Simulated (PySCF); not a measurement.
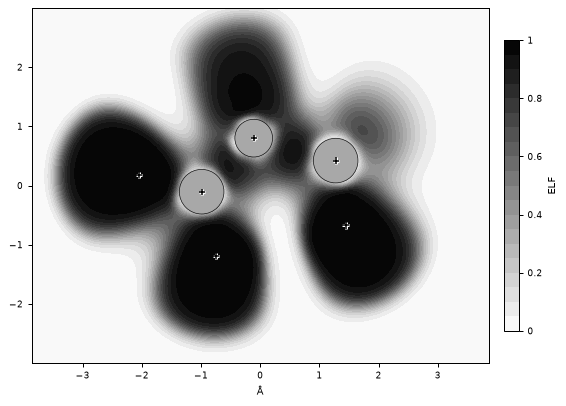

The ELF on a plane through atoms (crosses mark nuclei in the plane; grey discs cover the cores).

Level of theory: DFT single point, gas phase, functional wB97X in PySCF.

Candidates:
A. C2H5N (SMILES C=NC)
B. F6Ta (SMILES [F][Ta-]([F])([F])([F])([F])[F]) (charge −1)
C. C3H9FGa (SMILES CC[CH2][GaH2-][F]) (charge −1)

Q: Which system is this?

A: Candidate A: C2H5N on the plane of atoms H4, C1 and H5, which holds C, N and H. C–N (1.26 Å): the ELF peaks at about 0.90 between the atoms (a short, multiple covalent bond). C–H (1.10 Å): the ELF climbs to about 1 towards the hydrogen, as it does in any bond to H: a covalent bond by its length.
